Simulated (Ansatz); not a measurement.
AlClH5Si (SMILES [AlH3-][SiH2]Cl) (charge −1)

The calculation's input:

```
crystal:
  periodic: [false, false, false]
  atoms:
    - symbol: Al
      position_ang: [-0.139316, -0.572351, -1.701659]
    - symbol: Cl
      position_ang: [-0.406592, -0.774991, 2.290714]
    - symbol: Si
      position_ang: [-0.760604, 0.459643, 0.506329]
    - symbol: H
      position_ang: [-1.040123, -1.905126, -1.903763]
    - symbol: H
      position_ang: [1.453829, -0.872553, -1.684732]
    - symbol: H
      position_ang: [-0.055065, 1.729841, 0.921320]
    - symbol: H
      position_ang: [-0.535023, 0.606881, -2.755227]
    - symbol: H
      position_ang: [-2.205495, 0.839917, 0.732319]
basis:
  gaussian: {orbitals: def2-TZVPD}
output: {forces: true, orbitals: {seedname: orbitals}}
hamiltonian: {xc: pbe0}
total_charge: -1
```

Launched as:

```sh
ansatz run input.yaml --threads 2 --pin off --max-ram 4350MiB --events-out events.jsonl --progress --plain --runs-dir runs
```

Geometry: B3LYP-D3(BJ)/def2-SVPD.

Method: isolated molecule in a Gaussian basis; Kohn-Sham density functional theory, functional PBE0 in Ansatz.

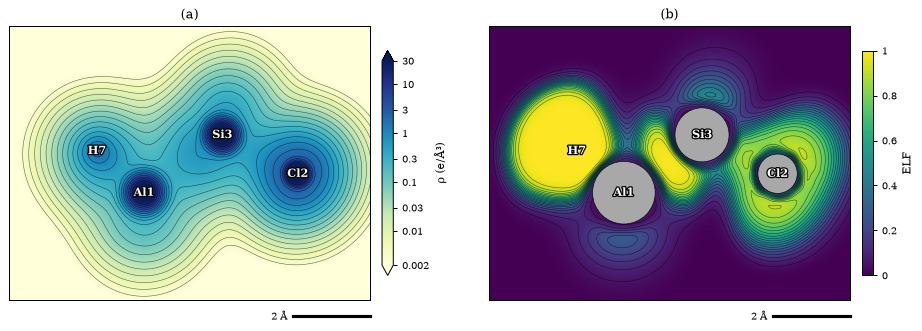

Figure 1. (a) electron density; (b) electron localisation function on the plane of atoms Si3, Al1 and H7. Grey discs cover the atomic cores in the ELF map.

> Interpret the plot.

The plane passes through Al, Cl, Si and H nuclei. Si–Cl (2.20 Å): the density is about 0.68 e/Å³ at the midpoint, with its minimum of 0.5 e/Å³ about 0.8 Å from Si; the ELF peaks at about 0.85 between the atoms (a polar covalent bond). Al–Si (2.52 Å): the density is about 0.44 e/Å³ at the midpoint; the ELF peaks at about 1 between the atoms, as expected for a shared electron pair. Al–H (1.63 Å): ρ is about 0.48 e/Å³ halfway; the ELF climbs to about 1 towards the hydrogen. The ELF also peaks beside Cl2, away from the bonds: lone-pair regions.

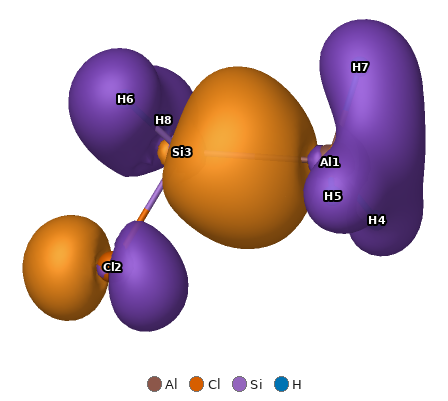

Figure 2. The HOMO at ±0.08 Å⁻³ᐟ² (orange and purple are the two phases), seen at a tilt.

> Where does this orbital lie, and at what energy?

It lies mainly on Si3 (about 40 %), Al1 (about 25 %) and Cl2 (about 15 %). Its energy is −2.65 eV.

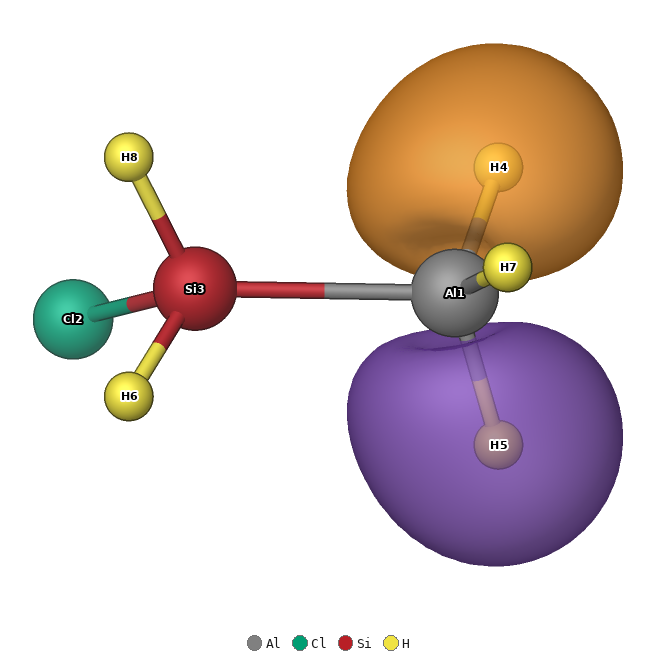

Figure 3. The HOMO−1 at ±0.1 Å⁻³ᐟ² (orange and purple are the two phases), seen from one side.

> Describe this orbital and give its energy.

It lies mainly on Al1 (about 35 %), H4 (about 30 %) and H5 (about 30 %). Its energy is −3.40 eV.
